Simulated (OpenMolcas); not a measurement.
# V²⁺: multiconfigurational calculation (part 2 of 2)

The same run, continued: V²⁺, among 6 point charges of −1.43 e at 1.82 Å, octahedron (Oh), whose field is part of the energies. Method: state-averaged CASSCF, active space 3 electrons in the shell 3d, basis ANO-RCC-VDZP, DKH2 scalar Hamiltonian, spin-orbit coupling by RASSI with atomic mean-field integrals (OpenMolcas).

### Output (extracts), continued
```
--- RASSI ---
SPIN-FREE ENERGIES:
  (Shifted by EMIN (a.u.) =       -952.4821570287)

 SF State       Relative EMIN(au)   Rel lowest level(eV)    D:o, cm**(-1)      L_eff

     1             0.0000000000        0.0000000000              0.0000         3.0
     2             0.0423544168        1.1525223940           9295.7200         3.0
     3             0.0423544168        1.1525223940           9295.7200         3.0
     4             0.0423544168        1.1525223940           9295.7200         3.0
    11             0.0708142347        1.9269534919          15541.9281         3.9
    12             0.0708142396        1.9269536261          15541.9291         3.9
     7             0.0728924299        1.9835040633          15998.0392         2.7
     5             0.0728924299        1.9835040633          15998.0392         2.7
     6             0.0728924299        1.9835040633          15998.0392         2.7
    13             0.0746995031        2.0326770309          16394.6459         4.0
    14             0.0746995031        2.0326770309          16394.6459         4.0
    15             0.0746995101        2.0326772213          16394.6474         4.0
    16             0.0978771092        2.6633718244          21481.5425         3.5
    17             0.0978771193        2.6633720979          21481.5447         3.5
    18             0.0978771193        2.6633720979          21481.5447         3.5
    19             0.1020394476        2.7766348219          22395.0702         4.0
    20             0.1180188421        3.2114562964          25902.1419         4.4
    21             0.1180188421        3.2114562964          25902.1419         4.4
    22             0.1180188513        3.2114565476          25902.1439         4.4
    23             0.1185097628        3.2248149282          26009.8865         4.0
    24             0.1185097628        3.2248149282          26009.8865         4.0
    25             0.1185097783        3.2248153526          26009.8899         4.0
     8             0.1225047688        3.3335245814          26886.6890         1.4
     9             0.1225047688        3.3335245814          26886.6890         1.4
    10             0.1225047688        3.3335245814          26886.6890         1.4
    26             0.1251874280        3.4065234560          27475.4646         3.8
    27             0.1251874466        3.4065239628          27475.4687         3.8
    28             0.1451240650        3.9490269865          31851.0507         3.5
    29             0.1451240840        3.9490275034          31851.0548         3.5
    30             0.1451240840        3.9490275034          31851.0548         3.5
    31             0.1673493346        4.5538073819          36728.9335         4.7
    32             0.1673493346        4.5538073819          36728.9335         4.7
    33             0.1673493468        4.5538077124          36728.9362         4.7
    34             0.1705999991        4.6422624695          37442.3719         3.0
    35             0.1705999991        4.6422624695          37442.3719         3.0
    36             0.1706000090        4.6422627398          37442.3741         3.0
    37             0.1847018757        5.0259940798          40537.3761         3.0
    38             0.1915407886        5.2120903802          42038.3440         3.2
    39             0.1915408145        5.2120910853          42038.3497         3.2
    40             0.1915408145        5.2120910853          42038.3497         3.2
Eigenvalues of complex Hamiltonian:
   -----------------------------------
  (Shifted by EMIN (a.u.) =       -952.4821570287)

 SO State       Relative EMIN(au)   Rel lowest level(eV)    D:o, cm**(-1)     J-value

     1            -0.0000383495        0.0000000000              0.0000         2.7
     2            -0.0000383495        0.0000000000              0.0000         2.8
     3            -0.0000383495        0.0000000000              0.0000         2.6
     4            -0.0000383495        0.0000000000              0.0000         2.7
     5             0.0420419004        1.1450619354           9235.5474         2.5
     6             0.0420419004        1.1450619354           9235.5474         2.5
     7             0.0422198904        1.1499052877           9274.6116         2.8
     8             0.0422198904        1.1499052877           9274.6116         2.8
     9             0.0422198904        1.1499052877           9274.6116         2.5
    10             0.0422198904        1.1499052877           9274.6116         2.5
    11             0.0424644412        1.1565598565           9328.2843         2.6
    12             0.0424644412        1.1565598564           9328.2843         3.1
    13             0.0424644412        1.1565598565           9328.2843         2.6
    14             0.0424644412        1.1565598564           9328.2843         3.1
    15             0.0425143237        1.1579172278           9339.2323         2.9
    16             0.0425143237        1.1579172278           9339.2323         2.9
    17             0.0707893253        1.9273192161          15544.8778         2.8
    18             0.0707893253        1.9273192161          15544.8778         2.8
    19             0.0707893302        1.9273193496          15544.8789         3.4
    20             0.0707893302        1.9273193496          15544.8789         3.4
    21             0.0724205173        1.9717062127          15902.8831         2.2
    22             0.0724205173        1.9717062127          15902.8831         2.2
    23             0.0724694472        1.9730376629          15913.6220         2.2
    24             0.0724694472        1.9730376629          15913.6220         2.3
    25             0.0724694472        1.9730376629          15913.6220         2.2
    26             0.0724694472        1.9730376629          15913.6220         2.3
    27             0.0728119826        1.9823585264          15988.7998         3.3
    28             0.0728119826        1.9823585264          15988.7998         3.3
    29             0.0728119835        1.9823585495          15988.8000         2.6
    30             0.0728119835        1.9823585495          15988.8000         2.6
    31             0.0734336525        1.9992750242          16125.2406         3.1
    32             0.0734336525        1.9992750242          16125.2406         3.1
    33             0.0749442057        2.0403792711          16456.7687         3.5
    34             0.0749442057        2.0403792711          16456.7687         3.5
    35             0.0749442094        2.0403793726          16456.7695         3.0
    36             0.0749442094        2.0403793726          16456.7695         3.0
    37             0.0750800876        2.0440768077          16486.5913         3.0
    38             0.0750800876        2.0440768077          16486.5913         3.0
    39             0.0977498817        2.6609533296          21462.0360         2.8
    40             0.0977498817        2.6609533296          21462.0360         2.8
    41             0.0977498879        2.6609534983          21462.0374         2.8
Weights of the five most important spin-orbit-free states for each spin-orbit state.

 SO State  Total energy (au)           Spin-free states, spin, and weights
 -------------------------------------------------------------------------------------------------------
    1        -0.000038       1 1.5  0.9993    4 1.5  0.0003    2 1.5  0.0002    3 1.5  0.0001   18 0.5  0.0001
    2        -0.000038       1 1.5  0.9993    3 1.5  0.0003    4 1.5  0.0003   16 0.5  0.0001    2 1.5  0.0001
    3        -0.000038       1 1.5  0.9993    2 1.5  0.0003    3 1.5  0.0003   17 0.5  0.0001    4 1.5  0.0001
    4        -0.000038       1 1.5  0.9993    4 1.5  0.0002    2 1.5  0.0002    3 1.5  0.0002   17 0.5  0.0000
    5         0.042042       3 1.5  0.3332    4 1.5  0.3332    2 1.5  0.3332    7 1.5  0.0001    6 1.5  0.0001
    6         0.042042       4 1.5  0.3332    3 1.5  0.3332    2 1.5  0.3332    7 1.5  0.0001    6 1.5  0.0001
    7         0.042220       4 1.5  0.4500    3 1.5  0.4498    2 1.5  0.0986    1 1.5  0.0006    7 1.5  0.0002
    8         0.042220       4 1.5  0.4507    3 1.5  0.4491    2 1.5  0.0986    1 1.5  0.0006    7 1.5  0.0002
    9         0.042220       2 1.5  0.5670    3 1.5  0.2158    4 1.5  0.2156    1 1.5  0.0006    5 1.5  0.0002
   10         0.042220       2 1.5  0.5670    3 1.5  0.2165    4 1.5  0.2149    1 1.5  0.0006    5 1.5  0.0002
   11         0.042464       3 1.5  0.4496    4 1.5  0.4493    2 1.5  0.0990   11 0.5  0.0010    5 1.5  0.0005
   12         0.042464       2 1.5  0.5663    4 1.5  0.2159    3 1.5  0.2157   12 0.5  0.0010    6 1.5  0.0004
```

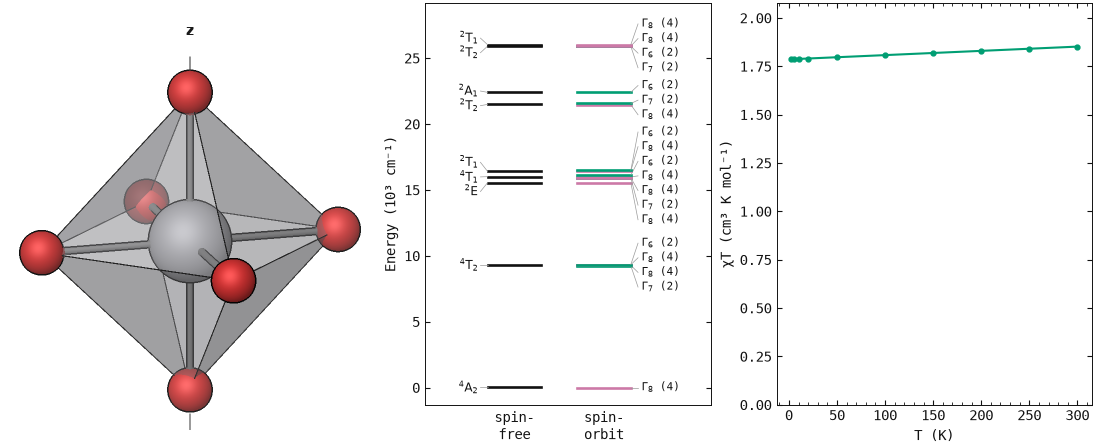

**Figure 1.** V²⁺ (3d³) among 6 point charges of −1.43 e at 1.82 Å, arranged as: octahedron (Oh), with its levels and susceptibility. Labels give the representation in O, Td, D4 or D3 as the site allows (double group for half-integer spin) where it could be assigned and, in brackets, the degeneracy; spin-free states, where drawn, share the zero of the spin-orbit levels. Powder susceptibility by Van Vleck's formula. The ground level is Γ₈, 4-fold degenerate, 100 % from states of spin multiplicity 4. The next level lies at 9,240 cm⁻¹ (Γ₇). The lowest spin-free state is ⁴A₂, from the free-ion F term; of the same spin there follow at 9,300 cm⁻¹ (⁴T₂) and 16,000 cm⁻¹ (⁴T₁) above it. χT is 1.79 cm³ K mol⁻¹ at 2 K and 1.85 at 300 K, an effective moment of 3.85 μB.

Outcome of the run: converged.
